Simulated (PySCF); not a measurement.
# CH4F2GeS (SMILES C[S][GeH]([F])[F]): levels of theory compared

We compute a comparison of 6 runs (HF/6-31G, HF/def2-SVP, PBE0/def2-SVP, TPSS/def2-TZVP, r2SCAN/def2-TZVP, MP2/pcseg-1) of CH4F2GeS. 

The results are computed with PySCF 2.14.0.

### Step 1. Starting point

CH4F2GeS has 9 atoms, charge 0, and is taken as a singlet. SMILES: `C[S][GeH]([F])[F]`. Geometry: relaxed at PBE0-D4/def2-TZVP. This is one conformer, not always the lowest.

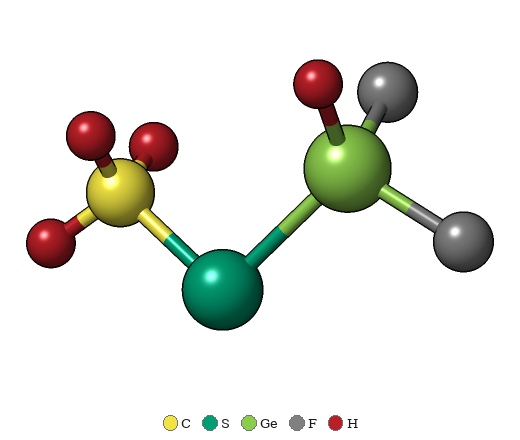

The structure, seen from a chosen angle (carbon yellow, sulfur teal, germanium green, fluorine grey, hydrogen red).

### Step 2. Energy and gradient at HF/6-31G (run 1)

File input.py:

```python
from pyscf import gto

mol = gto.M(
    atom='''
C     -2.766937    -0.642507    -0.783858
S      0.186138    -2.395417    -1.001555
Ge     2.618405     0.384748     0.813338
F      2.483478     3.195905    -0.847542
F      5.677493    -0.676900     0.507769
H     -3.294926    -0.282325     1.174087
H     -4.198405    -1.850798    -1.637448
H     -2.658845     1.120419    -1.838515
H      2.120840     1.059380     3.581409
''',
    max_memory=1860,
    spin=0,
    basis='6-31g',
    verbose=3,
    unit='bohr',
)

mf = mol.RHF()
mf.conv_tol = 1e-10
mf.kernel()
if not mf.converged:
    mf = mf.newton().run(mf.mo_coeff, mf.mo_occ)

etot = mf.e_tot
print('Final energy', etot)
grad = mf.nuc_grad_method().kernel()
dip = mf.dip_moment()
pop, q = mf.mulliken_pop()
```

On the command line:

```sh
$ OMP_NUM_THREADS=1 python input.py
```

Log:

```text
converged SCF energy = -2711.60488111412
Final energy -2711.604881114117
[... 8 lines left out ...]
Dipole moment(X, Y, Z, Debye): -3.93755,  0.06514,  2.24379
[... 85 lines left out ...]
charge of    8H =     -0.13778
```

Wall time 14 s (1 thread of Intel Xeon at 2.70GHz, shared host); peak memory 0.15 GiB.

### Step 3. Energy and forces at HF/def2-SVP (run 2)

File geometry.xyz:

```xyz
9

C     -1.464200    -0.340000    -0.414800
S      0.098500    -1.267600    -0.530000
Ge     1.385600     0.203600     0.430400
F      1.314200     1.691200    -0.448500
F      3.004400    -0.358200     0.268700
H     -1.743600    -0.149400     0.621300
H     -2.221700    -0.979400    -0.866500
H     -1.407000     0.592900    -0.972900
H      1.122300     0.560600     1.895200
```

File calc.py:

```python
from pyscf import gto, scf

molecule = gto.M(
    atom='geometry.xyz',
    basis='def2-svp',
    verbose=4,
    max_memory=1860,
)

myscf = scf.RHF(molecule)
myscf.conv_tol = 1e-10
myscf.kernel()
if not myscf.converged:
    myscf = myscf.newton().run(myscf.mo_coeff, myscf.mo_occ)

e_final = myscf.e_tot
print('E(%s) = %.9f' % ('HF', e_final))
grad = myscf.nuc_grad_method().kernel()
myscf.analyze()
```

On the command line:

```sh
$ OMP_NUM_THREADS=1 python calc.py
```

Log:

```text
PySCF version 2.14.0

[... 95 lines left out ...]
MO #7   energy= -26.2728636445142  occ= 2
[... 20 lines left out ...]
MO #28  energy= -0.673924457604544 occ= 2
[... 20 lines left out ...]
MO #49  energy= 0.493500129318593  occ= 0
[... 20 lines left out ...]
MO #70  energy= 1.16680339117213   occ= 0
[... 20 lines left out ...]
MO #91  energy= 2.2480882360676    occ= 0
[... 20 lines left out ...]
MO #112 energy= 3.97641893986917   occ= 0
[... 124 lines left out ...]
Dipole moment(X, Y, Z, Debye): -3.45604, -0.21742,  1.60379
```

It took 17 s on 1 thread of Intel Xeon at 2.70GHz, shared host; peak memory 0.27 GiB.

Runs 3 to 5 aren't shown in full; the table further down has their settings and results.

### Step 4. Energy and forces at MP2/pcseg-1 (run 6)

File start.xyz:

```xyz
9
CH4F2GeS
C     -1.464200    -0.340000    -0.414800
S      0.098500    -1.267600    -0.530000
Ge     1.385600     0.203600     0.430400
F      1.314200     1.691200    -0.448500
F      3.004400    -0.358200     0.268700
H     -1.743600    -0.149400     0.621300
H     -2.221700    -0.979400    -0.866500
H     -1.407000     0.592900    -0.972900
H      1.122300     0.560600     1.895200
```

File calc.py:

```python
import pyscf.grad
from pyscf import gto, mp

mol = gto.M(
    atom='start.xyz',
    max_memory=1860,
    spin=0,
    charge=0,
    basis='pcseg-1',
    verbose=4,
)

myscf = mol.RHF()
myscf.conv_tol = 1e-10
myscf.kernel()
if not myscf.converged:
    myscf = myscf.newton().run(myscf.mo_coeff, myscf.mo_occ)

pt = mp.MP2(myscf, frozen=17).run()
etot = pt.e_tot
print('E(%s) = %.9f' % ('MP2', etot))
grad = pt.Gradients().kernel()
myscf.analyze()
```

On the command line:

```sh
$ OMP_NUM_THREADS=1 python calc.py
```

Log:

```text
PySCF version 2.14.0

[... 100 lines left out ...]
MO #7   energy= -26.2650179113857  occ= 2
[... 19 lines left out ...]
MO #27  energy= -0.777624212878261 occ= 2
[... 19 lines left out ...]
MO #47  energy= 0.345362367100022  occ= 0
[... 19 lines left out ...]
MO #67  energy= 0.984595752126326  occ= 0
[... 19 lines left out ...]
MO #87  energy= 2.37166632064747   occ= 0
[... 19 lines left out ...]
MO #107 energy= 3.55621084306555   occ= 0
[... 119 lines left out ...]
Dipole moment(X, Y, Z, Debye): -3.59739, -0.25808,  1.70291
```

Wall time 40 s (1 thread of Intel Xeon at 2.70GHz, shared host); peak memory 1.2 GiB.

### Step 5. The series

| run | level | integration grid | frozen core orbitals | energy (Eh) | dipole moment (D) of the reference | HOMO energy (eV) | LUMO energy (eV) | wall time |
| --- | --- | --- | --- | --- | --- | --- | --- | --- |
| 1 | HF/6-31G | – | – | -2711.604881 | 4.53 | -10.85 | 2.86 | 14 s |
| 2 | HF/def2-SVP | – | – | -2711.486187 | 3.82 | -10.59 | 3.26 | 17 s |
| 3 | PBE0/def2-SVP | 5 | – | -2714.273973 | 3.41 | -7.58 | -0.23 | 66 s |
| 4 | TPSS/def2-TZVP | 5 | – | -2715.631971 | 3.30 | -6.49 | -1.31 | 5.2 min |
| 5 | r2SCAN/def2-TZVP | 5 | – | -2715.475763 | 3.42 | -6.66 | -1.21 | 5.6 min |
| 6 | MP2/pcseg-1 | – | 17 | -2712.435726 | 3.99 | -10.70 | 2.76 | 40 s |

### Step 6. What came out

```
                                           quantity           value
                                run 6: total energy  -2712.43573 Eh
        run 6: dipole moment (Hartree–Fock density)          3.99 D
         run 6: HOMO energy (Hartree–Fock orbitals)       -10.70 eV
         run 6: LUMO energy (Hartree–Fock orbitals)         2.76 eV
       run 6: HOMO–LUMO gap (Hartree–Fock orbitals)        13.46 eV
run 6: correlation energy (17 core orbitals frozen)      -749.3 mEh
                    run 6: largest force on an atom      1.375 eV/Å
```

Over runs 1, 2, 3, 4, 5 the dipole moment (its size) runs from 3.30 D (TPSS/def2-TZVP) to 4.53 D (HF/6-31G). The two ends differ in method and basis. Over runs 1, 2, 3, 4, 5 the HOMO–LUMO gap runs from 5.19 eV (TPSS/def2-TZVP) to 13.84 eV (HF/def2-SVP). Totals of different functionals can't be ranked against each other. All runs together took 13 min, the longest 5.6 min.
